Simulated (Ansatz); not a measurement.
# HfCo5: relaxing a made-up structure, part 2 of 2

This structure for HfCo5 is made up. Its elements were placed in a known structure type with a cell scaled to their sizes. What cell does the guess relax to, and how far off was it?

Ansatz 0.2.0; DFT, PBE, plane-wave PAW, files of the set soft_1, scalar-relativistic, ferromagnetic start, cell and ions relaxed at zero pressure; PAW set soft_1 (the session's first sound run).

So far: The starting structure; Relaxation of the guess. The relaxed cell has a = 4.740, c = 3.964 Å (conventional setting).

## Step 3: Bands of the relaxed cell

With the geometry fixed, one more self-consistent run, with a narrower smearing and the mesh shown in its input, gives the bands, and its pressure, and its forces where symmetry allows any, show how far the geometry depends on these settings.

This step: DFT, PBE, plane-wave PAW, files of the set soft_1, scalar-relativistic, ferromagnetic start, bands and density of states at the relaxed cell; PAW set soft_1 (Ansatz 0.2.0).

Input file input.yaml:

```yaml
crystal:
  lattice:
    - [4.7398339222, 0.0, 0.0]
    - [-2.3699169611, 4.1048165864, 0.0]
    - [0.0, 0.0, 3.9635650796]
  atoms:
    - { symbol: Hf, position: [0.0, 0.0, 0.0] }
    - { symbol: Co, position: [0.0, 0.5, 0.5], spin: 1.5 }
    - { symbol: Co, position: [0.5, 0.5, 0.5], spin: 1.5 }
    - { symbol: Co, position: [0.5, 0.0, 0.5], spin: 1.5 }
    - { symbol: Co, position: [0.6666666667, 0.3333333333, 0.0], spin: 1.3 }
    - { symbol: Co, position: [0.3333333333, 0.6666666667, 0.0], spin: 1.3 }
magnetization:
  spin_polarized: true
kpoints:
  mp_grid: { grid: [8, 8, 8] }
  band_path:
    path:
      - [[0.0, 0.0, 0.0], [0.5, 0.0, 0.0], [0.33333333, 0.33333333, 0.0], [0.0, 0.0, 0.0], [0.0, 0.0, 0.5], [0.5, 0.0, 0.5], [0.33333333, 0.33333333, 0.5], [0.0, 0.0, 0.5]]
      - [[0.5, 0.0, 0.5], [0.5, 0.0, 0.0]]
      - [[0.33333333, 0.33333333, 0.0], [0.33333333, 0.33333333, 0.5]]
    npoints: 8
scf:
  occupations: { method: fermi_dirac, width: 0.03 }
  n_extra_bands: 14
hamiltonian:
  xc: pbe
  pseudopotentials: { kind: paw, azcp: { folder: soft_1 } }
output:
  forces: true
  stress: true
  write_bands: true
  dos: { projected: true }
  write_density: true
  write_potential: true
  elf: true
  volumetric_format: npy
```

Started as:

```console
> ansatz run input.yaml --threads 4 --pin off --max-ram 10240MiB --backend cpu --events-out ev --progress --plain --runs-dir out
```

Numbers of over 12 decimals in the logs are rounded to 6 here.

Log:

```text
Warning: the band count 70 (scf.n_extra_bands) hosts the net moment |M| = 7.1000 μB (N_el = 111) but caps the reachable moment at 2·n_bands − N_el = 29.0000 μB, below the 71 bands that the automatic rule leaves for it — a moment growing past the seed, or the majority channel's smearing tail, pins there with fewer empty majority states than that count leaves; raise or omit scf.n_extra_bands unless the cap is intended
[...]
Crystal: 6 atoms, lattice volume = 77.116 Å³
Basis set: ecut = 420 eV, 1495 PW (Γ), exchange–correlation on 64×64×54 points (8 copies of the dense FFT grid, shifted against one another)
Bands: 70, of which v1, the nominal top of the filled ones, is band 56 counted from 1 (55 counted from 0)
Symmetry: 24 space group operations
[...]
k-points: 50 of 512
[...]
Starting moments: Σ|m| = 7.1 μB on 5 of 6 sites
[...]
SCF iter   1: F=—  HF=-41356.245921 eV  |F-HF|=—  |Δ(HF+E_count)|=         —  Δρ=1.17e-1 (↑5.82e-2 ↓1.17e-1)  dr2=1.79e1  dr2_m=7.01e-1  M=7.130 μB ∫|m|=7.886 μB  β_m=0.30  ethr=3.10e-3  ⟨swp⟩=5.0  Hψ=21986  notcnv=0
[...]
SCF iter  17: F=-41353.717468 eV  HF=-41353.717468 eV  |F-HF|=3.70e-8  |Δ(HF+E_count)|=   1.22e-8  Δρ=4.85e-6 (↑1.89e-6 ↓4.85e-6)  dr2=3.64e-8  dr2_m=2.19e-9  M=6.585 μB ∫|m|=8.112 μB  ethr=7.85e-11  ⟨swp⟩=14.4  Hψ=55473  notcnv=0
SCF 1 converged in 17 iterations: F = -41353.717468 eV  dr2 = 3.64e-8
[...]
NSCF: frozen V_eff on 75 k-points
SCF converged after 17 iterations
Magnetization: 6.5848 μB (58.7924 up, 52.2076 down)
Absolute magnetization: 8.1191 μB (∫|ρ↑−ρ↓|, with the PAW one-centre terms)
[...]
Per-site moments (μB) at R_I (Å): [(-0.247261, 1.128825), (1.551258, 0.977591), (1.551258, 0.977591), (1.551258, 0.977591), (1.331759, 0.993400), (1.331759, 0.993400)]
Free energy (F): -41353.717468 eV
[...]
Internal energy: -41353.693758 eV  (E = F + TS)
E sigma→0 (E₀):  -41353.705613 eV
Entropy (-TS):   -0.023710 eV (-3.952 meV/atom)
Fermi energy:    18.463545 eV
[...]
--- Stress (GPa, compression-positive) ---
       -0.003763       0.000000      -0.000000
        0.000000      -0.003763      -0.000000
       -0.000000      -0.000000       0.190023
  P = ⅓ Tr σ = 0.0608 GPa (0.608 kbar)
--- Band table (eV; the first three rows and the last of 100) ---
  k-point 0 ↑: bands = [... 52 lower, 17.1427, 17.1427, 18.0349, 18.0349, 18.1825, 19.3167, 19.4081, 19.4081, ... 10 higher]
  k-point 1 ↑: bands = [... 52 lower, 17.1673, 17.1673, 17.8430, 17.8430, 18.1825, 18.4411, 19.3046, 19.3046, ... 10 higher]
  k-point 2 ↑: bands = [... 52 lower, 17.1448, 17.2831, 17.2831, 17.3674, 17.3674, 18.1825, 19.0056, 19.0056, ... 10 higher]
  k-point 49 ↓: bands = [... 52 lower, 18.5199, 18.5764, 18.6786, 19.0113, 19.0807, 19.3065, 19.3477, 19.6618, ... 10 higher]
```

It took 7.7 s on 4 threads of AMD EPYC 9R45 (Zen 5), shared host; peak memory 0.81 GiB.

Numbers from this step:

```
free energy             : -41353.7175 eV
energy at zero smearing : -41353.7056 eV
smearing term TS        : 0.02371 eV
magnetization           : 6.585 μB
absolute magnetization  : 8.119 μB
site moments            : -0.2473, 1.551, 1.551, 1.551, 1.332, 1.332 μB
pressure                : 0.06083 GPa
```

bands.tsv at the labelled points (eV, zero at the Fermi level; the bands that come nearest the Fermi level along the path):

```
point  band_57_up  band_58_up  band_59_up  band_50_dn  band_51_dn  band_52_dn  band_53_dn  band_54_dn
    Γ        0.85        0.94        0.94       -0.26        0.15        0.15        0.20        0.81
    M       -0.41       -0.21        1.34       -0.21       -0.12       -0.12       -0.08        0.02
    K       -0.95       -0.41        1.18       -0.35       -0.14        0.06        0.06        0.12
    Γ        0.85        0.94        0.94       -0.26        0.15        0.15        0.20        0.81
    A       -0.35       -0.35       -0.28       -0.29        0.15        0.22        0.22        0.55
    L       -0.46       -0.36       -0.20       -0.19        0.02        0.02        0.13        0.43
    H       -0.74       -0.16        0.07       -0.30       -0.08        0.07        0.19        0.19
    A       -0.35       -0.35       -0.28       -0.29        0.15        0.22        0.22        0.55
    L       -0.46       -0.36       -0.20       -0.19        0.02        0.02        0.13        0.43
    M       -0.41       -0.21        1.34       -0.21       -0.12       -0.12       -0.08        0.02
    K       -0.95       -0.41        1.18       -0.35       -0.14        0.06        0.06        0.12
    H       -0.74       -0.16        0.07       -0.30       -0.08        0.07        0.19        0.19
```

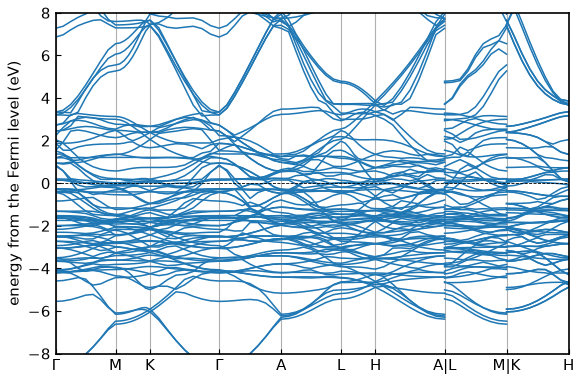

Bands along the path. 62 bands lie wholly below the window drawn.

Site moment by atom:

```tsv
atom	site moment (μB)
Hf1	-0.25
Co2	1.55
Co3	1.55
Co4	1.55
Co5	1.33
Co6	1.33
```

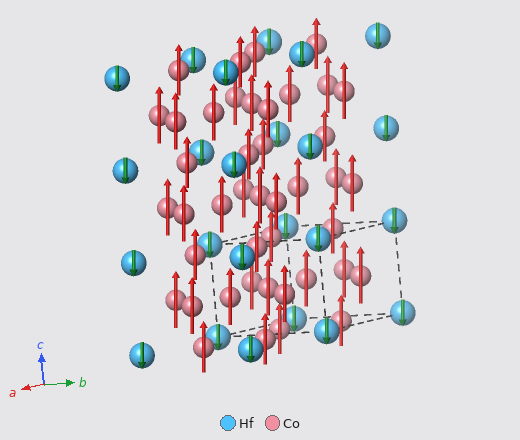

Site moment as arrows, the longest 1.55 μB. Up and down stand for the sign. Arrows give size and sign along the axis of quantisation, drawn up and down the page. Each arrow also spans its atom, so small moments look longer than they are. The two directions have two colours. 2×1×3 cells are drawn. Some periodic images of atoms are drawn too.

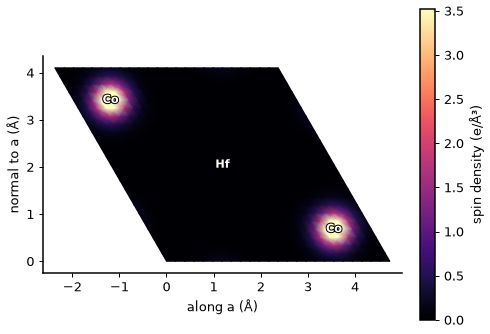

Spin density in the ab plane at fractional z = 0.000, with atoms of Hf and Co within 0.2 Å of it. The map starts off the cell's origin, so that atoms lie inside it.

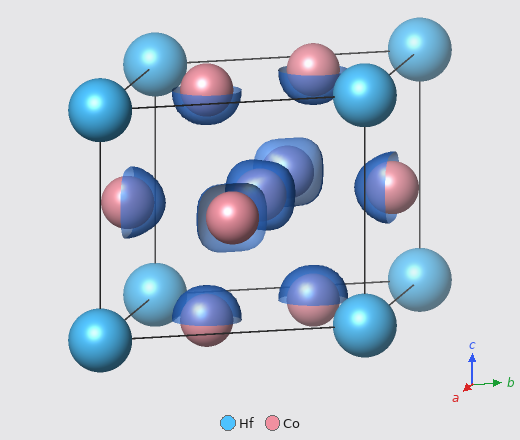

Surface of spin density = 0.33 e/Å³, which holds about 70 % of the integral of its size.

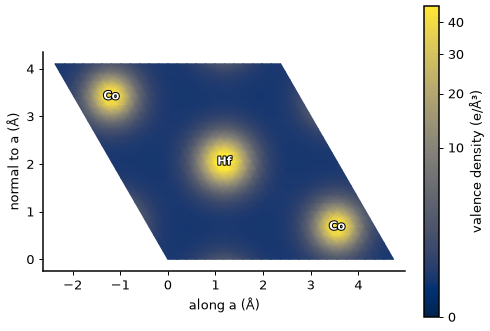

Valence density in the ab plane at fractional z = 0.000, with atoms of Hf and Co within 0.2 Å of it. It is the smooth field of the valence electrons, not physical close to the nuclei. The map starts off the cell's origin, so that atoms lie inside it. The colour scale is stretched toward low values.

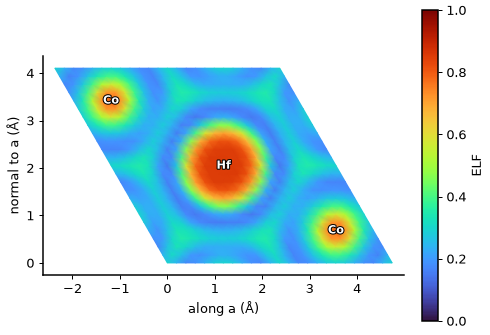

ELF in the ab plane at fractional z = 0.000, with atoms of Hf and Co within 0.2 Å of it. It is the smooth field of the valence electrons, not physical close to the nuclei. The map starts off the cell's origin, so that atoms lie inside it.

## Step 4: Summary of results

* space group, relaxed: P6/mmm
* conventional cell: a = 4.740, b = 4.740, c = 3.964 Å; α = 90.0°, β = 90.0°, γ = 120.0°
* volume per atom: 12.85 Å³ (guess 11.21)
* total moment: 6.53 μB in the cell of 6 atoms

What this shows: HfCo5 relaxes to P6/mmm with a = 4.740, b = 4.740 and c = 3.964 Å. The guessed volume was 13 % too small. The space group P6/mmm was held in the relaxation, so the end point is a stationary structure within it and may be a saddle against distortions or other arrangements. The input starts from parallel moments, and no other start was typed. Bands cross the Fermi level, so it is a metal or semimetal at this level. On the 8×8×8 mesh with the narrower smearing (relaxed on 7×7×8) the forces vanish, as symmetry may demand, and the largest stress component is 0.190 GPa, against the relaxation's thresholds of 0.015 eV/Å and 0.05 GPa. The cutoff wasn't tested. A vector of the cell changed its length by 12 %, more than the volume shows. Spin-orbit coupling is left out, which can matter for elements this heavy. No dispersion term is used, so weakly bound directions may come out too long. Nothing here tests whether the compound is stable against decomposition.

[Logs are printed without paths, hosts, clocks, repeated set-up lines and the standing remarks that a program may print on its own settings, such as how far it seeks lower states.]

[Hosts, paths, dates, database ids (printed as entryN), source tags and the programs' standing remarks are cut or masked in the printed files.]
